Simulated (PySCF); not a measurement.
**Run report: C$_{3}$H$_{5}$AlF$_{2}$, spin–spin coupling calculation**

System: C$_{3}$H$_{5}$AlF$_{2}$.
Method: PBE0/def2-TZVP indirect spin-spin coupling, non-relativistic, gas phase (PySCF 2.14.0).

The geometry comes from this level: GFN2-xTB. It belongs to a series of runs on one base structure; here: PBE0/def2-TZVP; conv 1e-06.

Figures and captions count atoms from 1; the log counts them from 0 in places.

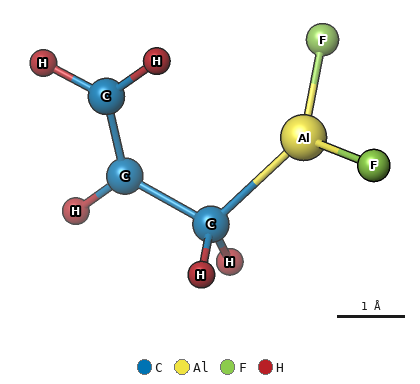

*The input geometry (ball-and-stick view, seen at a tilt). Sticks mark near contacts.*

## Input file
```
{"job": {"kind": "j", "xc": "PBE0", "basis": "def2-TZVP", "scf": {"conv": 1e-06}}, "charge": 0, "multiplicity": 1}
C     -1.517728     0.234075     0.723986
C     -0.962589    -0.368105    -0.308880
C      0.505067    -0.628270    -0.424539
Al     1.497399     0.555062     0.836963
F      2.785091    -0.032920     1.688155
F      1.210075     2.169900     1.017989
H     -2.577990     0.384366     0.826066
H     -0.888913     0.609838     1.531723
H     -1.576067    -0.724478    -1.128079
H      0.815112    -0.524892    -1.468942
H      0.715967    -1.671905    -0.160724
```

The first line tells a small driver script what to run in PySCF; the rest is the geometry in Å.

Run on 1 CPU thread, shared host.

Launch command:
```bash
OMP_NUM_THREADS=1 python <driver script> task.json out
```

## Output
```
final grid: 95584 points
cycle   1  E = -559.1266163950  dE =  3.945e-01  |g| = 8.991e-01  |ddm| = 2.684e+00
cycle   2  E = -558.9353134080  dE =  1.913e-01  |g| = 1.474e+00  |ddm| = 1.156e+00
cycle   3  E = -559.2646525493  dE = -3.293e-01  |g| = 9.884e-02  |ddm| = 6.961e-01
cycle   4  E = -559.2667112686  dE = -2.059e-03  |g| = 3.925e-02  |ddm| = 9.305e-02
cycle   5  E = -559.2670666488  dE = -3.554e-04  |g| = 8.065e-03  |ddm| = 2.960e-02
cycle   6  E = -559.2670794869  dE = -1.284e-05  |g| = 3.447e-03  |ddm| = 6.681e-03
cycle   7  E = -559.2670824463  dE = -2.959e-06  |g| = 6.906e-04  |ddm| = 2.503e-03
cycle   8  E = -559.2670825536  dE = -1.073e-07  |g| = 2.276e-04  |ddm| = 6.271e-04
converged SCF energy = -559.2670825536

Indirect spin-spin couplings (Hz)
  i      j    bonds     total        FC       PSO       DSO        SD
  0 C    1 C    1     74.795    83.532    -8.883     0.146         -
  0 C    2 C    2      4.841     5.267    -0.389    -0.038         -
  0 C    3 Al   3      1.283     0.986     0.253     0.045         -
  0 C    5 F    4     -3.245    -2.463    -0.731     0.070    -0.121
  0 C    6 H    1    157.161   156.091     0.451     0.620         -
  0 C    7 H    1    135.244   133.577     0.850     0.816         -
  0 C    8 H    2      3.889     5.542    -1.113    -0.539         -
  0 C    9 H    3     10.721    10.879     0.305    -0.464         -
  0 C   10 H    3      5.201     5.435     0.059    -0.292         -
  1 C    2 C    1     34.954    35.994    -1.249     0.209         -
  1 C    3 Al   2     -9.003    -8.927    -0.112     0.035         -
  1 C    4 F    3      0.886     1.138    -0.000    -0.259     0.007
  1 C    5 F    3     -2.316    -2.229     0.173    -0.063    -0.197
  1 C    6 H    2     -0.915     0.845    -1.204    -0.556         -
  1 C    7 H    2     -2.187    -0.283    -1.509    -0.394         -
  1 C    8 H    1    148.325   147.296     0.202     0.826         -
  1 C    9 H    2     -7.721    -7.549    -0.074    -0.098         -
  1 C   10 H    2     -8.492    -8.576     0.168    -0.084         -
  2 C    3 Al   1    144.115   146.174    -2.215     0.156         -
  2 C    4 F    2     19.067    21.682    -3.510    -0.166     1.062
  2 C    5 F    2     13.060    14.446    -2.109    -0.210     0.933
  2 C    6 H    3     15.326    15.480     0.323    -0.478         -
  2 C    7 H    3     10.876    11.070    -0.261     0.067         -
  2 C    8 H    2      4.170     4.313     0.121    -0.263         -
  2 C    9 H    1    117.884   115.436     1.633     0.815         -
  2 C   10 H    1    118.487   115.998     1.650     0.839         -
  3 Al   4 F    1   -316.408  -216.580  -103.621     0.319     3.474
  3 Al   5 F    1   -305.213  -205.321  -103.902     0.336     3.674
  3 Al   6 H    4     -2.870    -2.842     0.203    -0.231         -
  3 Al   7 H    4      0.554     0.578    -0.585     0.561         -
  3 Al   8 H    3     27.852    27.881     0.264    -0.293         -
  3 Al   9 H    2     -5.310    -5.251    -0.034    -0.025         -
  3 Al  10 H    2    -17.436   -17.195    -0.271     0.030         -
  4 F    5 F    2   -127.998   -48.857   -87.568    -1.302     9.730
  4 F    6 H    5     -0.811    -0.386     0.666    -1.056    -0.035
  4 F    7 H    5     -0.303     0.509    -0.320    -0.372    -0.120
  4 F    8 H    4      9.106     9.306     0.942    -1.210     0.068
  4 F    9 H    3      0.270     1.144     0.255    -1.017    -0.112
  4 F   10 H    3     -5.146    -4.227    -0.699    -0.012    -0.209
  5 F    6 H    5      0.538     0.878     0.298    -0.574    -0.063
  5 F    7 H    5      5.967     6.646    -2.067     1.361     0.027
  5 F    8 H    4      7.167     7.566     0.509    -0.981     0.074
  5 F    9 H    3     -1.575    -1.003     0.302    -0.829    -0.045
  5 F   10 H    3      2.152     2.558     1.000    -1.728     0.323
  6 H    7 H    2     -0.847    -0.631     2.873    -3.089         -
  6 H    8 H    3      7.530     7.869     0.435    -0.775         -
  6 H   10 H    4     -4.714    -4.357     1.218    -1.576         -
  7 H    8 H    3     14.477    15.580     2.026    -3.129         -
  7 H    9 H    4     -1.443    -1.077     1.178    -1.543         -
  7 H   10 H    4     -3.931    -3.816     0.529    -0.643         -
  8 H    9 H    3      5.961     5.846     0.208    -0.093         -
  8 H   10 H    3      2.986     3.107     0.948    -1.070         -
  9 H   10 H    2    -18.059   -18.299     2.142    -1.901         -
```

## Results in brief

- outcome: converged
- total energy: −559.267083 hartree
- HOMO: −7.83 eV
- LUMO: −0.62 eV
- dipole moment: 2.65 D
- wall time: 54 s
- peak memory: 0.87 GiB

## Remarks

Settings chosen away from the usual ones: PBE0/def2-TZVP; conv 1e-06.
